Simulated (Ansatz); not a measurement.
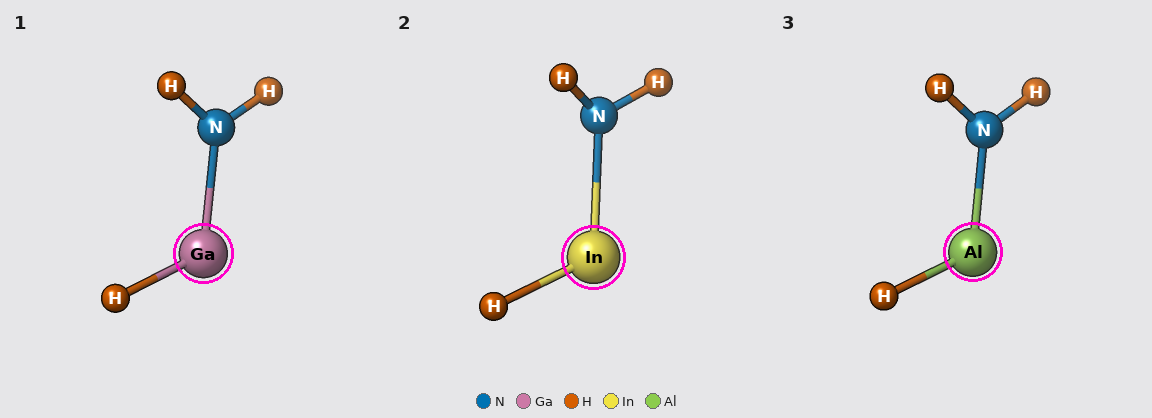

3 molecules with one skeleton, seen from the same side and at one scale; the atom that differs is circled. Each species is neutral and a spin doublet. Computed geometries: PBE0-D4/def2-TZVP optimisations, one conformation each. Properties computed with Ansatz 0.2.0. Elements past Kr carry core potentials.

One atom differs, called X below: Ga in panel 1, In in panel 2, Al in panel 3. Their formulas are GaH3N (`[NH2][GaH]`), H3InN (`[NH2][InH]`), AlH3N (`[NH2][AlH]`).

Question: Rank them by the length of X–H, lowest first (PBE0-D4/def2-TZVP).

Answer: 1 (Ga), 3 (Al), 2 (In).

Question: Rank them by the harmonic zero-point energy, lowest first (PBE0-D4/def2-TZVP).

Answer: 2 (In), 1 (Ga), 3 (Al).

Give the values. With PBE0-D4/def2-TZVP: length of X–H (Å), length of X–N (Å), angle N–X–H (°), dipole moment (D), harmonic zero-point energy (kJ/mol).

```csv
quantity,1 (Ga),2 (In),3 (Al)
length of X–H (Å),1.594,1.761,1.604
length of X–N (Å),1.825,2.036,1.774
angle N–X–H (°),116.9,116.4,115.7
dipole moment (D),1.00,0.92,1.21
harmonic zero-point energy (kJ/mol),79.4,75.9,81.0
```
